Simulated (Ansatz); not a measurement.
Consider W₃Se.

Input

```
crystal:
  lattice:
    - [-1.8887362329, 1.8887362329, 4.555736212]
    - [1.8887362329, -1.8887362329, 4.555736212]
    - [1.8887362329, 1.8887362329, -4.555736212]
  atoms:
    - { symbol: W, position: [0.5, 0.5, 0.0] }
    - { symbol: W, position: [0.25, 0.75, 0.5] }
    - { symbol: W, position: [0.75, 0.25, 0.5] }
    - { symbol: Se, position: [0.0, 0.0, 0.0] }
basis:
  ecutwfc: 420
kpoints:
  mp_grid: { grid: [18, 18, 18] }
hamiltonian:
  xc: pbe
scf:
  occupations: { method: gaussian, width: 0.1 }
output:
  forces: true
  stress: true
  eigenvalues: true
  write_density: true
  write_potential: true
  elf: true
  volumetric_format: npy
relax:
  adjacent_minimum: "off"
  f_tol: 0.01
  max_steps: 80
  cell: { stress_tol: 0.05 }
```

Launched as:

```sh
ansatz run input.yaml --threads 1 --pin off --max-ram 2560MiB --backend cpu --events-out ev --progress --plain --runs-dir out
```

Below, planes, directions and counts refer to the conventional cell (a = 3.77 Å, b = 3.77 Å, c = 9.16 Å, α = 90.00°, β = 90.00°, γ = 90.00°).

The fields are those of the relaxed geometry.

Space group I4/mmm; started from the TiAl3 (D0_22)_139 prototype, which need not be the ambient phase.

The calculation used Ansatz, DFT PBE, scalar-relativistic, plane waves, PAW.

Question: What can the converged valence pseudo-density and electron localisation function tell about the bonding?

Answer: W–Se (2.66 Å): the density is about 0.39 e/Å³ at the midpoint; the ELF is about 0.35 at the midpoint.

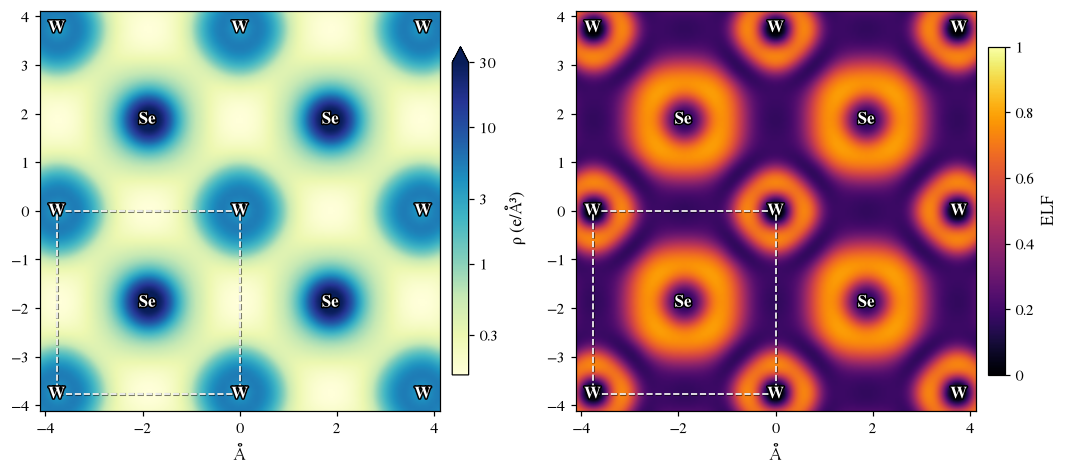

Computed valence pseudo-density and electron localisation function on the (001) plane of the conventional cell, in this order. 

In a PAW calculation such maps are meaningful between the atoms, not at the nuclei.
